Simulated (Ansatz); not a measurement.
# BSiHO (triplet): the correlation ladder at a displaced geometry (v1), cc-pVDZ

How much of the correlation energy of BSiHO (triplet) does each wave-function method recover here?

Method: cc-pVDZ, core rule «outside noble gas», up to 7 orbitals frozen; program: Ansatz 0.2.0, Gaussian basis.

To be run: UHF; CCSD(T) on ROHF; CCSD(T) on UHF; BCCD(T) on ROHF; CISD; CCSDT(Q) on ROHF; CCSDT(Q) on UHF.

27 further runs of the same task are left out: 9 that didn't finish, 18 set aside as unsound or not needed.

**1. What is computed**

The geometry is a PBE0/def2-TZVP stationary point (not a proven minimum) with its atoms shifted at random (size 0.040 Å).

4 atoms, charge 0, spin multiplicity 3.

Atoms are counted from 1 here; the program's logs count them from 0.

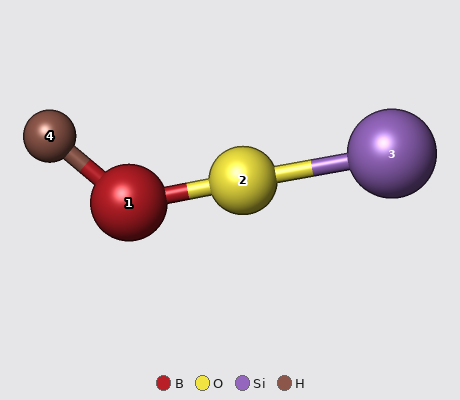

The structure; boron red, oxygen yellow, silicon purple, hydrogen brown; atoms are numbered from 1 in the order of the file.

In the tables R marks a restricted open-shell determinant and U an unrestricted one; energies count from the table's Hartree-Fock row.

**2. UHF**

Input file in.yaml:

```yaml
crystal:
  periodic: [false, false, false]
  atoms:
    - {symbol: B, position_ang: [0.002349, -0.291461, 0.878884]}
    - {symbol: O, position_ang: [0.001486, -0.189619, -0.428162]}
    - {symbol: Si, position_ang: [0.049471, -0.073520, -2.131105]}
    - {symbol: H, position_ang: [-0.053305, 0.554600, 1.680383]}
basis:
  gaussian: {orbitals: cc-pVDZ}
magnetization: {spin_polarized: true, initial_magnetization: 2}
hamiltonian: {xc: hf}
output: {orbitals: {seedname: orbitals}}
```

Launch:

```sh
$ ansatz run in.yaml --threads 1 --pin off --events-out ev --progress --plain --max-ram 2393MiB
```

Output:

```text
Functional definition: HF
  name "HF"
  cite "Fock, Z. Phys. 61, 126 (1930) doi:10.1007/BF01340294"
  parent pbe
  exchange = exact_x
  correlation = 0
487 factors; integrals over basis functions are off by at most 8.7e-4 eV
mean field evaluation 1: about -10583.0774 eV, gradient 2.0e1 eV
mean field evaluation 2: about -10583.1514 eV, gradient 2.0e1 eV
mean field evaluation 4: about -10585.5237 eV, gradient 3.1e0 eV
mean field evaluation 8: about -10585.7093 eV, gradient 1.5e-1 eV
mean field evaluation 16: about -10585.7099 eV, gradient 9.5e-6 eV
mean field evaluation 32: about -10585.6701 eV, gradient 1.9e-1 eV
mean field evaluation 64: about -10576.2170 eV, gradient 1.6e1 eV
mean field evaluation 96: about -10585.4773 eV, gradient 7.7e-2 eV
mean field evaluation 128: about -10585.7091 eV, gradient 1.9e-1 eV
mean field -10585.70992863 eV, -389.0176646253 hartree, gradient 9.6e-6 eV, S^2 2.027171; 2 other end points of the search recorded, 0 dependent functions left out
reference -10585.70992863 eV, -389.0176646253 hartree; 15, 13 occupied and 36, 38 virtual orbitals, 487 factors
Total energy: -10585.70992863 eV, -389.0176646253 hartree
```

It took 1.7 s on 1 thread of Arm Neoverse N1, shared host.

From the report: ⟨S²⟩ of the determinant 2.027 (pure triplet: 2.00).

**3. CCSD(T) on ROHF**

in.yaml: that of step 2 with these lines changed.

```diff
@@ -9,4 +9,3 @@
   gaussian: {orbitals: cc-pVDZ}
-magnetization: {spin_polarized: true, initial_magnetization: 2}
-hamiltonian: {xc: hf}
-output: {orbitals: {seedname: orbitals}}
+magnetization: {spin_polarized: false, initial_magnetization: 2}
+correlation: {method: ccsd_t, electrons: outside_noble_gas}
```

Same command.

Output, shortened:

```text
Functional definition: HF
  name "HF"
  cite "Fock, Z. Phys. 61, 126 (1930) doi:10.1007/BF01340294"
  parent pbe
[...]
487 factors; integrals over basis functions are off by at most 8.7e-4 eV
[...]
mean field -10585.54702817 eV, -389.0116781439 hartree, gradient 2.1e-6 eV, S^2 2.000000; 7 other end points of the search recorded, 0 dependent functions left out
[...]
determinant -10585.54702817 eV, -389.0116781439 hartree, with singles and doubles -10594.75350346 eV, -389.3500098705 hartree
determinant -10585.31409867 eV, -389.0031181427 hartree, with singles and doubles -10594.33738398 eV, -389.3347177616 hartree
determinant -10583.03276989 eV, -388.9192808561 hartree, with singles and doubles -10592.32067671 eV, -389.2606051364 hartree
determinant -10585.54702817 eV, -389.0116781439 hartree, with singles and doubles -10594.76123339 eV, -389.3502939402 hartree
determinant -10585.31409867 eV, -389.0031181427 hartree, with singles and doubles -10594.33791366 eV, -389.3347372267 hartree
7 core orbitals not correlated: weight in the atoms' cores, before any rotation towards them, 1.000 or more for the frozen orbitals, at most 0.000 for the correlated occupied ones
reference -10585.54702817 eV, -389.0116781439 hartree; 8, 6 occupied and 36, 38 virtual orbitals, 487 factors
second order -8.33217704 eV of doubles, -0.08979463 eV of singles
cycle   1  -9.21420562 eV  change   -4.0e-7 eV  update   4.9e-6
perturbative correction -0.30010627 eV, -0.0110287021 hartree
Total energy: -10595.06134007 eV, -389.3613226570 hartree
```

It took 14 s on 1 thread of Arm Neoverse N1, shared host.

From the report: correlation -9.5143 eV; T1 0.041; largest double amplitude 0.09.

**4. CCSD(T) on UHF**

in.yaml: that of step 3 with these lines changed.

```diff
@@ -9,3 +9,3 @@
   gaussian: {orbitals: cc-pVDZ}
-magnetization: {spin_polarized: false, initial_magnetization: 2}
+magnetization: {spin_polarized: true, initial_magnetization: 2}
 correlation: {method: ccsd_t, electrons: outside_noble_gas}
```

Launched as before.

Output, shortened:

```text
Functional definition: HF
  name "HF"
  cite "Fock, Z. Phys. 61, 126 (1930) doi:10.1007/BF01340294"
  parent pbe
[...]
487 factors; integrals over basis functions are off by at most 8.7e-4 eV
[...]
mean field -10585.70992863 eV, -389.0176646253 hartree, gradient 8.6e-6 eV, S^2 2.027171; 12 other end points of the search recorded, 0 dependent functions left out
determinant -10585.70992863 eV, -389.0176646253 hartree, with singles and doubles -10594.75735256 eV, -389.3501513220 hartree
determinant -10585.47748820 eV, -389.0091225971 hartree, with singles and doubles -10594.34119399 eV, -389.3348577769 hartree
determinant -10583.29484847 eV, -388.9289120664 hartree, with singles and doubles -10592.32352261 eV, -389.2607097211 hartree
determinant -10583.11443171 eV, -388.9222818727 hartree, with singles and doubles -10592.70425986 eV, -389.2747015571 hartree
determinant -10583.10911478 eV, -388.9220864793 hartree, with singles and doubles -10591.12577283 eV, -389.2166932285 hartree
determinant -10582.96772920 eV, -388.9168906550 hartree, with singles and doubles -10592.32261166 eV, -389.2606762442 hartree
determinant -10585.70992863 eV, -389.0176646253 hartree, with singles and doubles -10594.76465977 eV, -389.3504198573 hartree
determinant -10585.47748820 eV, -389.0091225971 hartree, with singles and doubles -10594.34193447 eV, -389.3348849889 hartree
7 core orbitals not correlated: weight in the atoms' cores, before any rotation towards them, 1.000 or more for the frozen orbitals, at most 0.000 for the correlated occupied ones
reference -10585.70992863 eV, -389.0176646253 hartree; 8, 6 occupied and 36, 38 virtual orbitals, 487 factors
second order -8.26414357 eV of doubles, -0.00000000 eV of singles
cycle   1  -9.05473273 eV  change   -1.6e-6 eV  update   4.8e-6
perturbative correction -0.29724477 eV, -0.0109235437 hartree
Total energy: -10595.06190613 eV, -389.3613434592 hartree
```

Run time: 17 s. Hardware: 1 thread of Arm Neoverse N1, shared host.

From the report: ⟨S²⟩ of the determinant 2.027 (pure triplet: 2.00); correlation -9.3520 eV; T1 0.037; largest double amplitude 0.09.

**5. BCCD(T) on ROHF**

in.yaml: that of step 4 with these lines changed.

```diff
@@ -9,3 +9,3 @@
   gaussian: {orbitals: cc-pVDZ}
-magnetization: {spin_polarized: true, initial_magnetization: 2}
-correlation: {method: ccsd_t, electrons: outside_noble_gas}
+magnetization: {spin_polarized: false, initial_magnetization: 2}
+correlation: {method: bccd_t, electrons: outside_noble_gas}
```

Same command.

Output, shortened:

```text
Functional definition: HF
  name "HF"
  cite "Fock, Z. Phys. 61, 126 (1930) doi:10.1007/BF01340294"
  parent pbe
[...]
487 factors; integrals over basis functions are off by at most 8.7e-4 eV
[...]
mean field -10585.54702817 eV, -389.0116781439 hartree, gradient 2.1e-6 eV, S^2 2.000000; 7 other end points of the search recorded, 0 dependent functions left out
[...]
determinant -10585.54702817 eV, -389.0116781439 hartree, with singles and doubles -10594.75350346 eV, -389.3500098705 hartree
determinant -10585.31409867 eV, -389.0031181427 hartree, with singles and doubles -10594.33738398 eV, -389.3347177616 hartree
determinant -10583.03276989 eV, -388.9192808561 hartree, with singles and doubles -10592.32067671 eV, -389.2606051364 hartree
determinant -10585.54702817 eV, -389.0116781439 hartree, with singles and doubles -10594.76123339 eV, -389.3502939402 hartree
determinant -10585.31409867 eV, -389.0031181427 hartree, with singles and doubles -10594.33791366 eV, -389.3347372267 hartree
7 core orbitals not correlated: weight in the atoms' cores, before any rotation towards them, 1.000 or more for the frozen orbitals, at most 0.000 for the correlated occupied ones
reference -10585.54702817 eV, -389.0116781439 hartree; 8, 6 occupied and 36, 38 virtual orbitals, 487 factors
second order -8.33217704 eV of doubles, -0.08979463 eV of singles
cycle   1  -9.17611697 eV  change    3.8e-2 eV  update   2.3e-2
[...]
cycle  11  -9.18101248 eV  change   -7.7e-6 eV  update   1.7e-5
perturbative correction -0.34309806 eV, -0.0126086212 hartree
Total energy: -10595.07113871 eV, -389.3616827506 hartree
```

Wall time 15 s (1 thread of Arm Neoverse N1, shared host).

From the report: correlation -9.5241 eV; largest double amplitude 0.09.

**6. CISD**

in.yaml: that of step 5 with these lines changed.

```diff
@@ -10,2 +10,2 @@
 magnetization: {spin_polarized: false, initial_magnetization: 2}
-correlation: {method: bccd_t, electrons: outside_noble_gas}
+correlation: {active_space: {ras: {orbitals: [6, 2, 36], electrons: 14, max_holes: 2, max_particles: 2}, fixed_orbitals: true}}
```

The command is unchanged.

Output:

```text
Functional definition: HF
  name "HF"
  cite "Fock, Z. Phys. 61, 126 (1930) doi:10.1007/BF01340294"
  parent pbe
  exchange = exact_x
  correlation = 0
487 factors; integrals over basis functions are off by at most 8.7e-4 eV
mean field evaluation 1: about -10583.0476 eV, gradient 2.8e1 eV
mean field evaluation 2: about -10583.1178 eV, gradient 2.8e1 eV
mean field evaluation 4: about -10585.4529 eV, gradient 3.3e0 eV
mean field evaluation 8: about -10585.5444 eV, gradient 3.4e-1 eV
mean field evaluation 16: about -10585.5470 eV, gradient 2.1e-6 eV
mean field evaluation 32: about -10585.5119 eV, gradient 2.1e0 eV
mean field -10585.54702817 eV, -389.0116781439 hartree, gradient 2.1e-6 eV, S^2 2.000000; 5 other end points of the search recorded, 0 dependent functions left out
reference -10585.54702817 eV, -389.0116781439 hartree; 15, 13 occupied and 36, 38 virtual orbitals, 487 factors
state -10593.83065628 eV, -389.3160958620 hartree
Total energy: -10593.83065628 eV, -389.3160958620 hartree
```

Run time: 11 s. Hardware: 1 thread of Arm Neoverse N1, shared host.

From the report: 403,696 determinants.

**7. CCSDT(Q) on ROHF**

in.yaml: that of step 6 with these lines changed.

```diff
@@ -10,2 +10,2 @@
 magnetization: {spin_polarized: false, initial_magnetization: 2}
-correlation: {active_space: {ras: {orbitals: [6, 2, 36], electrons: 14, max_holes: 2, max_particles: 2}, fixed_orbitals: true}}
+correlation: {method: ccsdt_q, electrons: outside_noble_gas}
```

Launched as before.

Output, shortened:

```text
Functional definition: HF
  name "HF"
  cite "Fock, Z. Phys. 61, 126 (1930) doi:10.1007/BF01340294"
  parent pbe
[...]
917 factors; integrals over basis functions are off by at most 2.2e-7 eV
[...]
mean field -10585.54712342 eV, -389.0116816440 hartree, gradient 1.0e-5 eV, S^2 2.000000; 7 other end points of the search recorded, 0 dependent functions left out
[...]
determinant -10585.54712342 eV, -389.0116816440 hartree, with singles and doubles -10594.75360675 eV, -389.3500136661 hartree
determinant -10585.31418949 eV, -389.0031214800 hartree, with singles and doubles -10594.33748552 eV, -389.3347214929 hartree
determinant -10583.03289221 eV, -388.9192853513 hartree, with singles and doubles -10592.32080488 eV, -389.2606098465 hartree
determinant -10585.54712342 eV, -389.0116816440 hartree, with singles and doubles -10594.76133730 eV, -389.3502977585 hartree
determinant -10585.31418949 eV, -389.0031214800 hartree, with singles and doubles -10594.33801512 eV, -389.3347409553 hartree
7 core orbitals not correlated: weight in the atoms' cores, before any rotation towards them, 1.000 or more for the frozen orbitals, at most 0.000 for the correlated occupied ones
reference -10585.54712342 eV, -389.0116816440 hartree; 8, 6 occupied and 36, 38 virtual orbitals, 917 factors
second order -8.33220593 eV of doubles, -0.08979467 eV of singles
cycle   1  -8.70597575 eV  change   -2.8e-1 eV  update   1.2e-1
[...]
cycle  25  -9.55726202 eV  change   -1.1e-6 eV  update   1.4e-6
perturbative correction -0.02617953 eV, -0.0009620800 hartree
Total energy: -10595.13056497 eV, -389.3638666251 hartree
```

Wall time 5.5 min (1 thread of Arm Neoverse N1, shared host); peak memory 0.98 GiB.

From the report: correlation -9.5834 eV; T1 0.050; largest double amplitude 0.10.

**8. CCSDT(Q) on UHF**

in.yaml: that of step 7 with these lines changed.

```diff
@@ -9,3 +9,3 @@
   gaussian: {orbitals: cc-pVDZ}
-magnetization: {spin_polarized: false, initial_magnetization: 2}
+magnetization: {spin_polarized: true, initial_magnetization: 2}
 correlation: {method: ccsdt_q, electrons: outside_noble_gas}
```

Launched as before.

Output, shortened:

```text
Functional definition: HF
  name "HF"
  cite "Fock, Z. Phys. 61, 126 (1930) doi:10.1007/BF01340294"
  parent pbe
[...]
917 factors; integrals over basis functions are off by at most 2.2e-7 eV
[...]
mean field -10585.71002470 eV, -389.0176681559 hartree, gradient 5.6e-6 eV, S^2 2.027171; 12 other end points of the search recorded, 0 dependent functions left out
determinant -10585.71002470 eV, -389.0176681559 hartree, with singles and doubles -10594.75745653 eV, -389.3501551428 hartree
determinant -10585.47758096 eV, -389.0091260058 hartree, with singles and doubles -10594.34129550 eV, -389.3348615071 hartree
determinant -10583.29497022 eV, -388.9289165404 hartree, with singles and doubles -10592.32365075 eV, -389.2607144304 hartree
determinant -10583.11455578 eV, -388.9222864321 hartree, with singles and doubles -10592.70437227 eV, -389.2747056879 hartree
determinant -10583.10923548 eV, -388.9220909149 hartree, with singles and doubles -10591.12587410 eV, -389.2166969503 hartree
determinant -10582.96784834 eV, -388.9168950331 hartree, with singles and doubles -10592.32272268 eV, -389.2606803243 hartree
determinant -10585.71002470 eV, -389.0176681559 hartree, with singles and doubles -10594.76476412 eV, -389.3504236921 hartree
determinant -10585.47758096 eV, -389.0091260058 hartree, with singles and doubles -10594.34203547 eV, -389.3348887005 hartree
7 core orbitals not correlated: weight in the atoms' cores, before any rotation towards them, 1.000 or more for the frozen orbitals, at most 0.000 for the correlated occupied ones
reference -10585.71002470 eV, -389.0176681559 hartree; 8, 6 occupied and 36, 38 virtual orbitals, 917 factors
second order -8.26417053 eV of doubles, -0.00000000 eV of singles
cycle   1  -8.53393442 eV  change   -2.7e-1 eV  update   1.2e-1
[...]
cycle  25  -9.39432700 eV  change   -4.1e-7 eV  update   1.5e-6
perturbative correction -0.03297962 eV, -0.0012119789 hartree
Total energy: -10595.13733133 eV, -389.3641152842 hartree
```

Run time: 5.1 min. Hardware: 1 thread of Arm Neoverse N1, shared host; peak memory 0.78 GiB.

From the report: ⟨S²⟩ of the determinant 2.027 (pure triplet: 2.00); correlation -9.4273 eV; T1 0.045; largest double amplitude 0.10.

**9. Misses and costs**

The yardstick is UCCSDT(Q), where the cluster series has nearly closed. Rows without a time come out of other runs: HF, MP2 and CCSD of CCSD(T), CCSDT of CCSDT(Q).

```
   method  energy from the lowest RHF (meV)  from UCCSDT(Q) (meV)     time
      RHF                               0.0               +9590.3         
      UHF                            -162.9               +9427.4         
     RMP2                           -8422.0               +1168.3         
     UMP2                           -8427.0               +1163.3         
     CISD                           -8283.6               +1306.7     11 s
    RCCSD                           -9214.2                +376.1         
    UCCSD                           -9217.6                +372.7         
 RCCSD(T)                           -9514.3                 +76.0     14 s
 UCCSD(T)                           -9514.9                 +75.4     17 s
  BCCD(T)                           -9524.1                 +66.2     15 s
   RCCSDT                           -9557.4                 +32.9         
   UCCSDT                           -9557.3                 +33.0         
RCCSDT(Q)                           -9583.5                  +6.8  5.5 min
UCCSDT(Q)                           -9590.3                     0  5.1 min
```

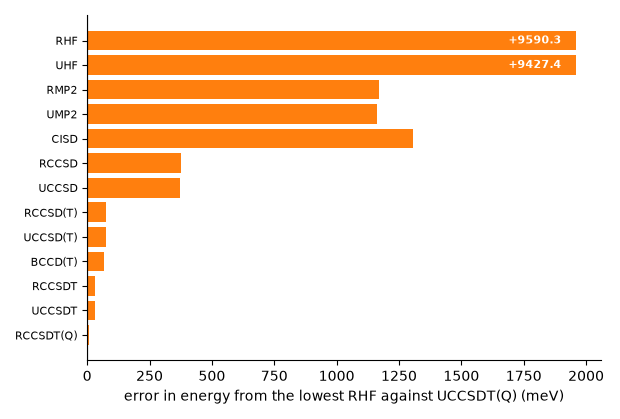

Deviations from UCCSDT(Q), method by method. Bars with a number in them are cut short.

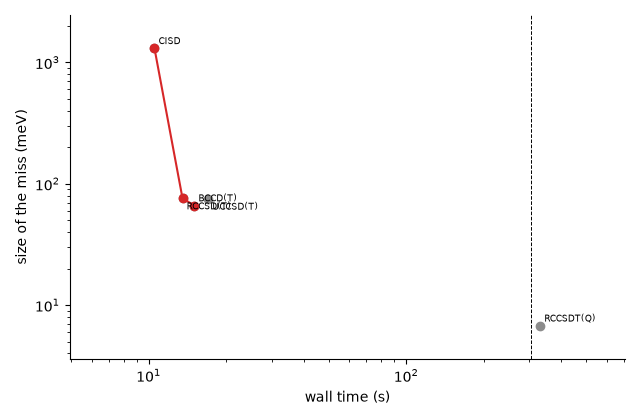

Accuracy for the time spent; red marks the levels that beat every quicker one drawn (of those quicker than the yardstick), and the dashed line is the time of UCCSDT(Q). Times are from a shared host.

**10. What came out**

| quantity | value |
| --- | --- |
| UCCSDT(Q) below the RHF energy | -9.5903 eV |
| RMP2 from UCCSDT(Q) | +1168.3 meV |
| UMP2 from UCCSDT(Q) | +1163.3 meV |
| RCCSD from UCCSDT(Q) | +376.1 meV |
| RCCSD(T) from UCCSDT(Q) | +76.0 meV |
| UCCSD(T) from UCCSDT(Q) | +75.4 meV |
| RCCSDT(Q) from UCCSDT(Q) | +6.8 meV |
| levels within 1 kcal/mol (43 meV) | RCCSDT, UCCSDT, RCCSDT(Q) |
| T1 diagnostic | 0.041 |

In words: RCCSD(T) misses by +76.0 meV, 0.8 % of the correlation energy. These misses are within one basis, not against nature; the frozen cores of restricted and unrestricted runs differ, which can shift their rows.

BCCD(T) reaches 66.2 meV from the reference in 15 s, where UCCSDT(Q) took 5.1 min; the quickest level in the cost chart, CISD, takes 11 s and misses by 1306.7 meV.
